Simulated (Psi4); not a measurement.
**BNH2Cl2 (SMILES NB(Cl)Cl) at MP3/def2-SVPD**

Aim: the vertical ionisation energy of BNH2Cl2 at MP3/def2-SVPD, from 2 runs. The job is set up through a Python script.

The results are computed with Psi4 1.11.

## Step 1: The molecule

BNH2Cl2 has 6 atoms, charge 0, and is taken as a singlet. SMILES: `NB(Cl)Cl`. Geometry: relaxed at PBE0-D4/def2-TZVP.

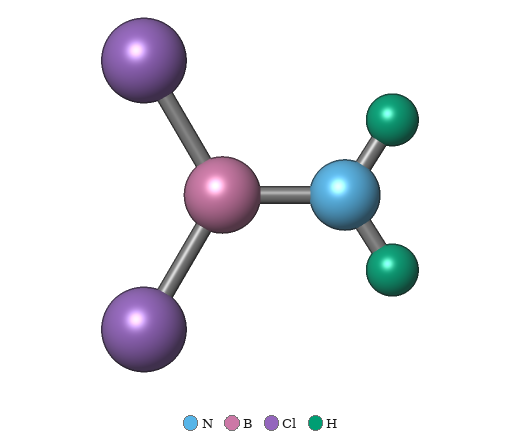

The structure, seen from a chosen angle (nitrogen blue, boron pink, chlorine purple, hydrogen teal).

## Step 2: The energy at MP3/def2-SVPD

Contents of bcl2h2n.xyz:

```xyz
6
BCl2H2N
N      0.479500     0.537500     0.353200
B     -0.329000    -0.400500    -0.264400
Cl    -2.038200    -0.065500    -0.525000
Cl     0.342900    -1.939100    -0.796300
H      1.458300     0.378700     0.517300
H      0.128700     1.425000     0.668800
```

Contents of bcl2h2n.py:

```python
import psi4

psi4.set_memory('1600 MB')
psi4.set_num_threads(1)
psi4.core.set_output_file('output.dat', False)

with open('bcl2h2n.xyz') as f:
    atoms = ''.join(f.readlines()[2:])
molecule = psi4.geometry('0 1\n' + atoms + 'symmetry c1\nno_reorient\nno_com')

psi4.set_options({
    'basis': 'def2-SVPD',
    'reference': 'rhf',
    'puream': True,
    'e_convergence': 1e-09,
    'd_convergence': 1e-08,
    'scf_type': 'pk',
    'num_frozen_docc': 12,
    'mp_type': 'conv',
})

e = psi4.energy('mp3')
print(f'total energy {e:.8f} hartree = {e * 27.211386:.5f} eV')
for k, v in sorted(psi4.core.scalar_variables().items()):
    print(f'{k:45s} {v:18.10f}')
```

On the command line:

```bash
python bcl2h2n.py
```

output.dat:

```text
[...]
  Running in c1 symmetry.
[...]
  Nuclear repulsion =  182.134356758562689
[...]
  Multiplicity = 1
[...]
  Nalpha       = 24
  Nbeta        = 24
[...]
    Number of basis functions: 110
[...]
   @RHF iter   1:  -999.02796929525664   -3.19871e-01   3.68735e-03 DIIS/ADIIS
[...]
   @RHF iter  11:  -999.11020698402592   -1.98952e-11   9.62289e-09 DIIS
[...]
    Orbital Energies [Eh]
    ---------------------
    Doubly Occupied:
       1A   -104.804906     2A   -104.804871     3A    -15.587747
       4A    -10.566301     5A    -10.566287     6A     -8.041112
       7A     -8.041096     8A     -8.038734     9A     -8.038725
      10A     -8.038444    11A     -8.038434    12A     -7.717925
      13A     -1.197377    14A     -1.118974    15A     -1.094736
      16A     -0.737077    17A     -0.719321    18A     -0.621125
      19A     -0.552537    20A     -0.537391    21A     -0.482233
      22A     -0.464790    23A     -0.450280    24A     -0.443044
[...]
  @RHF Final Energy:  -999.11020698402592
   => Energetics <=
    Nuclear Repulsion Energy =            182.1343567585626886
    One-Electron Energy =               -1741.0821900465812178
    Two-Electron Energy =                 559.8376263039925789
    Total Energy =                       -999.1102069840259219
[...]
 Multipole Moments:
 ------------------------------------------------------------------------------------
     Multipole            Electronic (a.u.)      Nuclear  (a.u.)        Total (a.u.)
 ------------------------------------------------------------------------------------
 L = 1.  Multiply by 2.5417464519 to convert [e a0] to [Debye]
 Dipole X            :         48.8828540          -48.2288343            0.6540197
 Dipole Y            :         58.4230555          -57.6640479            0.7590077
 Dipole Z            :         38.5315510          -38.0318721            0.4996789
 Magnitude           :                                                    1.1196041
[...]
	SCS-MP2 Total Energy (a.u.)        :  -999.64763332082589
	SOS-MP2 Total Energy (a.u.)        :  -999.63895973515866
[...]
	SOS-PI-MP2 Total Energy (a.u.)     :  -999.67963302370742
[...]
	MP2 Total Energy (a.u.)            :  -999.66498049216011
[...]
	SCS-MP3 Total Energy (a.u.)        :  -999.65578894267674
[...]
	MP3 Total Energy (a.u.)            :  -999.69760297956350
[...]
```

Run time: 8.1 s. Hardware: 1 thread of AMD EPYC 9R45 (Zen 5), shared host; peak memory 1.1 GiB.

## Step 3: The doublet cation

bcl2h2n.xyz is that of step 2.

Contents of run.py:

```python
import psi4

psi4.set_memory('1600 MB')
psi4.set_num_threads(1)
psi4.core.set_output_file('bcl2h2n.out', False)

with open('bcl2h2n.xyz') as f:
    atoms = ''.join(f.readlines()[2:])
molecule = psi4.geometry('1 2\n' + atoms + 'symmetry c1\nno_reorient\nno_com')

psi4.set_options({
    'basis': 'def2-SVPD',
    'reference': 'uhf',
    'puream': True,
    'e_convergence': 1e-09,
    'd_convergence': 1e-08,
    'scf_type': 'pk',
    'num_frozen_docc': 12,
    'maxiter': 200,
    'mp_type': 'conv',
})

E = psi4.energy("mp3")
print('E =', round(E, 9))
for k, v in sorted(psi4.core.scalar_variables().items()):
    print(f'{k:45s} {v:18.10f}')
```

On the command line:

```bash
python run.py
```

bcl2h2n.out:

```text
[...]
  Running in c1 symmetry.
[...]
  Nuclear repulsion =  182.134356758562689
[...]
  Multiplicity = 2
[...]
  Nalpha       = 24
  Nbeta        = 23
[...]
    Number of basis functions: 110
[...]
   @UHF iter   1:  -998.59875497434996    1.09344e-01   3.81320e-03 ADIIS/DIIS
[...]
   @UHF iter  19:  -998.69913327518066   -7.04858e-12   5.09578e-09 DIIS
[...]
   @S^2 Observed:                7.834585916E-01
[...]
    Orbital Energies [Eh]
    ---------------------
    Alpha Occupied:
       1A   -105.112950     2A   -105.112901     3A    -15.787188
       4A    -10.870616     5A    -10.870579     6A     -8.355380
       7A     -8.355343     8A     -8.341482     9A     -8.341446
      10A     -8.339546    11A     -8.339512    12A     -7.949886
      13A     -1.440726    14A     -1.394158    15A     -1.367954
      16A     -0.958604    17A     -0.922687    18A     -0.887713
      19A     -0.812773    20A     -0.788997    21A     -0.773092
      22A     -0.769049    23A     -0.739353    24A     -0.652855
    Alpha Virtual:
      25A     -0.089900    26A     -0.076000    27A     -0.038266
[...]
  @UHF Final Energy:  -998.69913327518066
   => Energetics <=
    Nuclear Repulsion Energy =            182.1343567585626886
    One-Electron Energy =               -1728.3356108291134206
    Two-Electron Energy =                 547.5021207953700468
    Total Energy =                       -998.6991332751806567
  UHF NO Occupations:
  HONO-2 :   22  A 1.9986654
  HONO-1 :   23  A 1.9860055
[...]
 Multipole Moments:
 ------------------------------------------------------------------------------------
     Multipole            Electronic (a.u.)      Nuclear  (a.u.)        Total (a.u.)
 ------------------------------------------------------------------------------------
 L = 1.  Multiply by 2.5417464519 to convert [e a0] to [Debye]
 Dipole X            :         47.6414927          -48.2288343           -0.5873416
 Dipole Y            :         56.9475363          -57.6640479           -0.7165115
 Dipole Z            :         37.5586262          -38.0318721           -0.4732459
 Magnitude           :                                                    1.0403464
[...]
	SCS-MP2 Total Energy (a.u.)        :  -999.22455451202291
	SOS-MP2 Total Energy (a.u.)        :  -999.21592356646318
[...]
	SOS-PI-MP2 Total Energy (a.u.)     :  -999.25567666579263
[...]
	MP2 Total Energy (a.u.)            :  -999.24181640314202
[...]
	SCS-MP3 Total Energy (a.u.)        :  -999.23320898003021
[...]
	MP3 Total Energy (a.u.)            :  -999.27643427517114
[...]
```

Wall time 17 s (1 thread of AMD EPYC 9R45 (Zen 5), shared host); peak memory 1.1 GiB.

## Step 4: Results

At MP3/def2-SVPD, 12 core orbitals frozen:

```
                                                                  quantity          value
                                             singlet BNH2Cl2: total energy  -999.69760 Eh
                      singlet BNH2Cl2: HOMO energy (Hartree–Fock orbitals)      -12.06 eV
                      singlet BNH2Cl2: LUMO energy (Hartree–Fock orbitals)        1.56 eV
                    singlet BNH2Cl2: HOMO–LUMO gap (Hartree–Fock orbitals)       13.62 eV
             singlet BNH2Cl2: correlation energy (12 core orbitals frozen)     -587.4 mEh
                                              doublet cation: total energy  -999.27643 Eh
doublet cation: HOMO energy (Hartree–Fock orbitals) (highest over α and β)      -17.10 eV
 doublet cation: LUMO energy (Hartree–Fock orbitals) (lowest over α and β)      -10.14 eV
              doublet cation: correlation energy (12 core orbitals frozen)     -577.3 mEh
                         doublet cation: ⟨S²⟩ of the reference determinant          0.783
                        vertical ionisation energy (to the doublet cation)      11.461 eV
```

The vertical ionisation energy comes to 11.46 eV (1106 kJ/mol).
